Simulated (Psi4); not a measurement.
**PBE/cc-pVTZ run of NO2F (SMILES O=[N+]([O-])F)**

What is the vertical ionisation energy of NO2F at PBE/cc-pVTZ? 

Program for the calculation: Psi4 1.11.

### 1 Starting point

The species is NO2F (4 atoms), meant as a singlet with charge 0. SMILES: `O=[N+]([O-])F`. The coordinates come from a PBE0-D4/def2-TZVP relaxation.

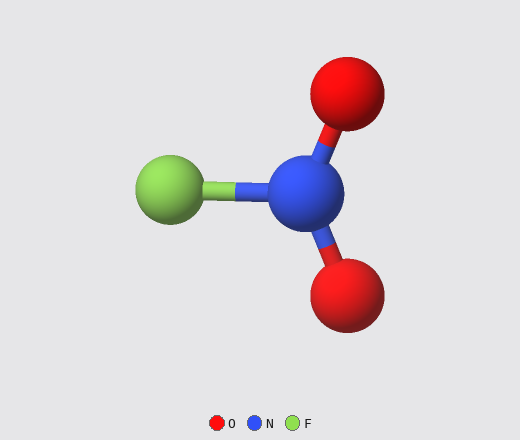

Viewed from a chosen angle; oxygen red, nitrogen blue, fluorine green.

### 2 The energy at PBE/cc-pVTZ

Input file input.json:

```json
{
  "schema_name": "qcschema_input",
  "schema_version": 1,
  "molecule": {
    "schema_name": "qcschema_molecule",
    "schema_version": 2,
    "symbols": ["O", "N", "O", "F"],
    "geometry": [0.35581653, 0.888039, 2.11696569, 0.15064897, -0.13568234, 0.16845019, 0.90060568, -2.01951251, -0.71219998, -1.40707118, 1.26715585, -1.5732159],
    "molecular_charge": 0,
    "molecular_multiplicity": 1,
    "fix_symmetry": "c1",
    "fix_com": true,
    "fix_orientation": true
  },
  "driver": "energy",
  "model": {
    "method": "pbe",
    "basis": "cc-pVTZ"
  },
  "keywords": {
    "puream": true,
    "e_convergence": 1e-09,
    "d_convergence": 1e-08,
    "scf_type": "pk",
    "dft_radial_points": 99,
    "dft_spherical_points": 590
  }
}
```

The run is started by

```bash
$ psi4 --qcschema input.json -n 1 --memory 2200MB
```

stdout, cut to the lines that bear on the results:

```text
[...]
  Running in c1 symmetry.
[...]
  Nuclear repulsion =  124.476506328331524
[...]
  Multiplicity = 1
[...]
  Nalpha       = 16
  Nbeta        = 16
[...]
    Number of basis functions: 120
[...]
   @RKS iter   1:  -304.57921907342893    1.30085e-01   6.07788e-03 ADIIS/DIIS
[...]
   @RKS iter  11:  -304.73921864525897   -9.59517e-11   8.33966e-09 DIIS
[...]
    Orbital Energies [Eh]
    ---------------------
    Doubly Occupied:
       1A    -24.296298     2A    -18.857664     3A    -18.857659
       4A    -14.309331     5A     -1.259590     6A     -1.102873
       7A     -1.085997     8A     -0.645217     9A     -0.572438
      10A     -0.563407    11A     -0.527633    12A     -0.392903
      13A     -0.377359    14A     -0.356160    15A     -0.348922
      16A     -0.305640
[...]
  @RKS Final Energy:  -304.73921864525897
   => Energetics <=
    Nuclear Repulsion Energy =            124.4765063283315243
    One-Electron Energy =                -666.3445266025937599
    Two-Electron Energy =                 271.2774496060627598
    DFT Exchange-Correlation Energy =     -34.1486479770595110
    Empirical Dispersion Energy =           0.0000000000000000
    VV10 Nonlocal Energy =                  0.0000000000000000
    Total Energy =                       -304.7392186452589726
[...]
 Multipole Moments:
 ------------------------------------------------------------------------------------
     Multipole            Electronic (a.u.)      Nuclear  (a.u.)        Total (a.u.)
 ------------------------------------------------------------------------------------
 L = 1.  Multiply by 2.5417464519 to convert [e a0] to [Debye]
 Dipole X            :          1.6292666           -1.5577201            0.0715464
 Dipole Y            :         -1.4672783            1.4028382           -0.0644401
 Dipole Z            :          1.8216641           -1.7416661            0.0799980
 Magnitude           :                                                    0.1251843
[...]
```

The result, in JSON:

```text
{
 "driver": "energy",
 "model": {
  "method": "pbe",
  "basis": "cc-pVTZ"
 },
 "success": true,
 "return_result": -304.739218645259,
 "properties": {
  "calcinfo_nbasis": 120,
  "calcinfo_nmo": 120,
  "calcinfo_nalpha": 16,
  "calcinfo_nbeta": 16,
  "calcinfo_natom": 4,
  "nuclear_repulsion_energy": 124.47650632833152,
  "return_energy": -304.739218645259,
  "scf_one_electron_energy": -666.3445266025938,
  "scf_two_electron_energy": 271.27744960606276,
  "scf_xc_energy": -34.14864797705951,
  "scf_dipole_moment": [0.0715464159342698, -0.0644400964837708, 0.07999800678866253],
  "scf_total_energy": -304.739218645259,
  "scf_iterations": 11
 }
}
```

It took 13 s on 1 thread of Intel Xeon 6975P-C (Granite Rapids), shared host; peak memory 0.77 GiB.

### 3 The doublet cation: energy and forces at UPBE/cc-pVTZ

Input file job.dat:

```
memory 2200 mb

molecule system {
  1 2
  O      0.188290     0.469930     1.120250
  N      0.079720    -0.071800     0.089140
  O      0.476580    -1.068680    -0.376880
  F     -0.744590     0.670550    -0.832510
  symmetry c1
  no_reorient
  no_com
}

set {
  basis                cc-pVTZ
  reference            uks
  puream               true
  e_convergence        1e-09
  d_convergence        1e-08
  scf_type             pk
  dft_radial_points    99
  dft_spherical_points 590
  maxiter              100
}

result, w = gradient("pbe", return_wfn=True)
oeprop(w, "QUADRUPOLE", "MULLIKEN_CHARGES", "MAYER_INDICES")
```

The run is started by

```bash
$ psi4 -n 1 job.dat job.out
```

job.out, cut to the lines that bear on the results:

```text
[...]
  Running in c1 symmetry.
[...]
  Nuclear repulsion =  124.476506262533732
[...]
  Multiplicity = 2
[...]
  Nalpha       = 16
  Nbeta        = 15
[...]
    Number of basis functions: 120
[...]
   @UKS iter   1:  -304.14271718504483    5.66587e-01   5.03208e-03 ADIIS/DIIS
[...]
   @UKS iter  14:  -304.26974296202610   -6.82121e-13   2.82382e-09 DIIS
[...]
   @S^2 Observed:                7.548007461E-01
[...]
  @UKS Final Energy:  -304.26974296202610
   => Energetics <=
    Nuclear Repulsion Energy =            124.4765062625337322
    One-Electron Energy =                -655.1610754645112138
    Two-Electron Energy =                 260.1020531924943384
    DFT Exchange-Correlation Energy =     -33.6872269525429289
    Empirical Dispersion Energy =           0.0000000000000000
    VV10 Nonlocal Energy =                  0.0000000000000000
    Total Energy =                       -304.2697429620261005
  UHF NO Occupations:
  HONO-2 :   14  A 1.9998153
  HONO-1 :   15  A 1.9982198
[...]
  -Total Gradient:
     Atom            X                  Y                   Z
    ------   -----------------  -----------------  -----------------
       1       -0.008265090551    -0.011572068682    -0.036294301082
       2        0.028199568595    -0.025399388069     0.031531133157
       3       -0.016838752335     0.034182773322     0.008225679482
       4       -0.003095524057     0.002788502687    -0.003462284789
[...]
 Multipole Moments:
 ------------------------------------------------------------------------------------
     Multipole            Electronic (a.u.)      Nuclear  (a.u.)        Total (a.u.)
 ------------------------------------------------------------------------------------
 L = 1.  Multiply by 2.5417464519 to convert [e a0] to [Debye]
 Dipole X            :          1.7054533           -1.5577201            0.1477331
 Dipole Y            :         -1.5358854            1.4028382           -0.1330472
 Dipole Z            :          1.9068481           -1.7416661            0.1651820
 Magnitude           :                                                    0.2584796
 L = 2.  Multiply by 1.3450342976 to convert [e a0^2] to [Debye ang]
 Quadrupole XX       :        -38.0407002           25.4790773          -12.5616229
 Quadrupole XY       :         27.7000667          -28.2123330           -0.5122662
[...]
```

Wall time 29 s (1 thread of Intel Xeon 6975P-C (Granite Rapids), shared host); peak memory 0.77 GiB.

### 4 Outcome

Level: PBE/cc-pVTZ.

```
                                          quantity          value
                        singlet NO2F: total energy  -304.73922 Eh
                       singlet NO2F: dipole moment         0.32 D
                         singlet NO2F: HOMO energy       -8.32 eV
                         singlet NO2F: LUMO energy       -3.43 eV
                       singlet NO2F: HOMO–LUMO gap        4.88 eV
                      doublet cation: total energy  -304.26974 Eh
doublet cation: HOMO energy (highest over α and β)      -18.63 eV
 doublet cation: LUMO energy (lowest over α and β)      -17.25 eV
                              doublet cation: ⟨S²⟩          0.755
          doublet cation: largest force on an atom     2.537 eV/Å
vertical ionisation energy (to the doublet cation)      12.775 eV
```

**Reading.** Removing an electron at fixed nuclei costs 12.78 eV (295 kcal/mol). The negative HOMO energy of the first species, 8.32 eV, lies 4.46 eV below that difference.
